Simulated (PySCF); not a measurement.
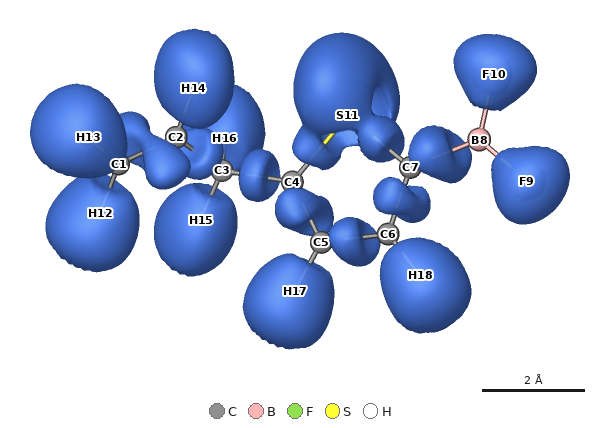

C₇H₇BF₂S. Isosurface of the electron localisation function at 0.75 (blue), seen at a tilt. Only the valence region is drawn (cores and ρ < 0.01 e/Å³ removed).

Geometry: PBE0-D3(BJ)/def2-SVP.

Method: CAM-B3LYP/def2-SVPD, SCF density, gas phase (PySCF).

```xyz
18

C    -3.2903   -0.4274    1.4030
C    -2.0562    0.0733    1.4131
C    -1.4772    0.9515    0.3386
C    -0.2504    0.3598   -0.2864
C    -0.1337   -0.2389   -1.5233
C     1.1656   -0.7371   -1.7698
C     2.0424   -0.5286   -0.7211
B     3.5133   -0.9409   -0.6309
F     4.1136   -1.5426   -1.6433
F     4.2351   -0.7176    0.4541
S     1.2408    0.2980    0.5672
H    -3.9863   -0.2216    0.5833
H    -3.6516   -1.0627    2.2155
H    -1.3836   -0.1642    2.2467
H    -2.2241    1.1241   -0.4506
H    -1.2298    1.9394    0.7662
H    -0.9671   -0.3131   -2.2235
H     1.4666   -1.2423   -2.6892
```

> Describe the localisation domains.

The surface consists of one region between bonded B–C atoms (shared pairs), six regions between bonded C–C atoms (shared pairs), seven regions around hydrogen nuclei, two regions on F in which the atom's valence shell and bonds are merged and one region on S in which the atom's valence shell and bonds are merged. Along the contacts the grid gives the following. B–F (1.32 Å): the ELF peaks at about 0.85 between the atoms; a polar covalent bond. C–C (1.33 Å): the ELF peaks at about 0.95 between the atoms: a short, multiple covalent bond.
